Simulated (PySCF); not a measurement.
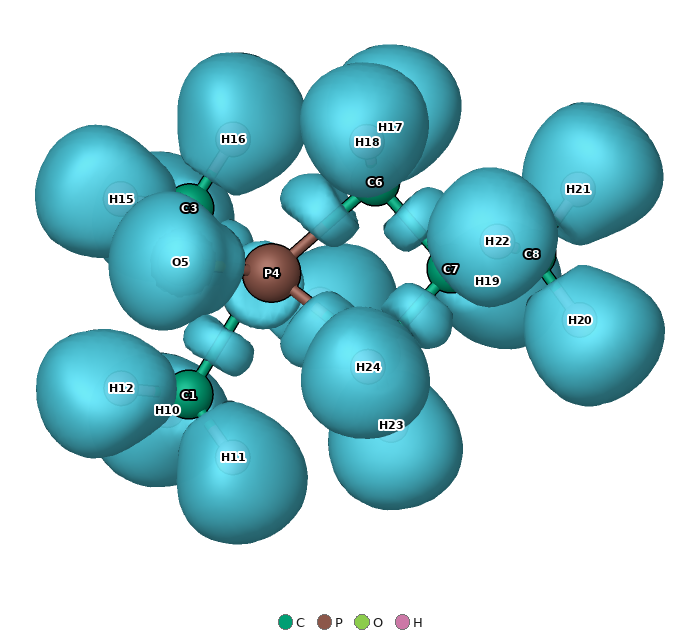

Figure. C$_{7}$H$_{15}$OP. Isosurface of the ELF at 0.75 (cyan), seen at an oblique angle. Core shells and regions of very low density are left out.

Geometry: GFN2-xTB.

Method: PySCF, PBE0/pcSseg-1, SCF density, gas phase, non-relativistic.

Input

```
{"job": {"kind": "nmr", "xc": "PBE0", "basis": "pcSseg-1"}, "charge": 0, "multiplicity": 1}
C     -2.443593    -1.199569    -0.674771
C     -1.628352     0.082932    -0.600141
C     -2.457093     1.261925    -0.111934
P     -0.286736    -0.196299     0.644443
O     -0.764433    -0.518296     1.992761
C      1.042289     1.071380     0.403051
C      1.805482     0.098780    -0.522597
C      3.307487     0.063858    -0.302219
C      1.064263    -1.198811    -0.132274
H     -3.303569    -1.077425    -1.331341
H     -1.834501    -2.023125    -1.045498
H     -2.797661    -1.460061     0.321396
H     -1.177192     0.308102    -1.570384
H     -3.297734     1.449773    -0.778054
H     -2.840693     1.047335     0.884161
H     -1.848450     2.163599    -0.054853
H      0.802998     2.042564    -0.023475
H      1.562930     1.218200     1.350460
H      1.600077     0.343908    -1.567640
H      3.770161    -0.682503    -0.944955
H      3.746914     1.033589    -0.527557
H      3.532511    -0.184406     0.732939
H      0.840276    -1.879521    -0.949902
H      1.592885    -1.746167     0.649407
```

Run with:

```sh
OMP_NUM_THREADS=1 python probes_run.py task.json out
```

What do the ELF domains correspond to?

Answer. The surface consists of five regions between bonded C–C atoms (shared pairs), three regions between bonded C–P atoms (shared pairs), 15 regions around hydrogen nuclei and one region wrapped around O (its lone pairs, merged into a ring or cap). Profiles from the grid: P–O (1.47 Å): the ELF peaks at about 0.80 between the atoms: a polar covalent bond. C–C (1.52 Å): the ELF peaks at about 0.95 between the atoms; localised, covalent bonding.
